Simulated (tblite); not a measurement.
# ClGeH3: the cost of one run

Programs: tblite 0.8.0 and PySCF 2.14.0. All values are calculated, for the isolated system unless a continuum is named. Atoms count from 0, parts from 1.

### 1 Starting point

5 atoms, charge 0, multiplicity 1; geometry: rigid parts in contact. Parts: 1 = atoms 0–2, `[GeH2]`, charge 0; 2 = atoms 3–4, `Cl`, charge 0.

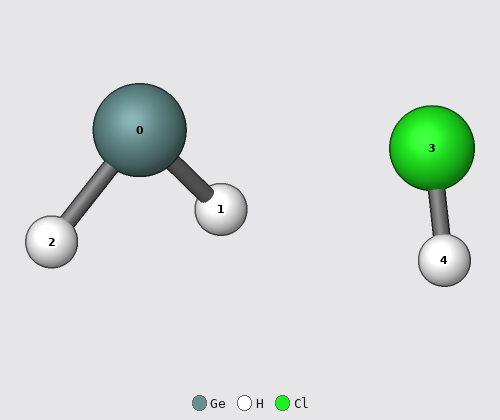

The starting geometry (germanium teal, hydrogen white, chlorine green), atoms numbered.

### 2 Bringing the parts together with GFN2-xTB

Job settings and geometry (Å):

```
{"job": {"kind": "dock", "xc": "GFN2-xTB", "basis": "xTB"}, "charge": 0, "multiplicity": 1, "parts": [{"atoms": "0-2", "charge": 0, "multiplicity": 1}, {"atoms": "3-4", "charge": 0, "multiplicity": 1}]}
Ge     0.000852     0.780816     0.015122
H     -1.101522    -0.388818    -0.007999
H      1.100670    -0.391999    -0.007124
Cl    -2.636989     0.903608    -2.017640
H     -2.508159    -0.212590    -2.624535
```

Method: GFN2-xTB search for minima from random contacts, gas phase.

On the command line:

```sh
OMP_NUM_THREADS=1 python cluster_run.py task.json out
```

The driver reads the jobs from task.json and runs them one after another.

**Question.** How long does this first job take on 1 thread of Intel Xeon at 2.70GHz, shared host?

About 3.4 s.
